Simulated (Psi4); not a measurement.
Approach curve of the dimer H2O ··· CS2 (SMILES O and S=C=S). Monomers: optimised at B3LYP-D3(BJ) (def2-TZVP), held rigid. Orientation: lowest of the rigid-body minima from ten starts at GFN2-xTB. The monomers approach along the line of their centres of mass (distance R); nothing else relaxes.

Level of theory: SAPT0/jun-cc-pVDZ, frozen core in Psi4 1.11.

Components in kcal/mol:

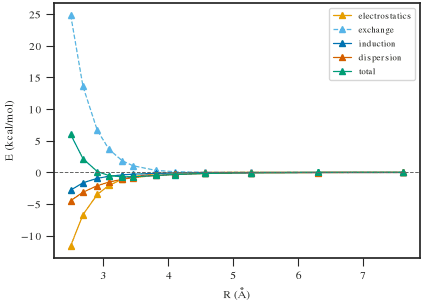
Fig. 1. Components of the interaction energy.

| R / Å | electrostatics | exchange | induction | dispersion | total |
|---|---|---|---|---|---|
| 2.50 | -11.61 | 24.88 | -2.79 | -4.47 | 6.00 |
| 2.69 | -6.66 | 13.58 | -1.64 | -3.13 | 2.16 |
| 2.91 | -3.48 | 6.64 | -0.93 | -2.09 | 0.14 |
| 3.09 | -2.03 | 3.66 | -0.61 | -1.52 | -0.50 |
| 3.29 | -1.10 | 1.87 | -0.39 | -1.08 | -0.69 |
| 3.46 | -0.64 | 1.06 | -0.28 | -0.81 | -0.67 |
| 3.82 | -0.19 | 0.31 | -0.14 | -0.46 | -0.48 |
| 4.10 | -0.05 | 0.12 | -0.09 | -0.30 | -0.33 |
| 4.57 | 0.02 | 0.02 | -0.05 | -0.16 | -0.16 |
| 5.27 | 0.04 | 0.00 | -0.02 | -0.07 | -0.05 |
| 6.31 | 0.03 | 0.00 | -0.01 | -0.02 | 0.00 |
| 7.62 | 0.02 | 0.00 | 0.00 | -0.01 | 0.01 |
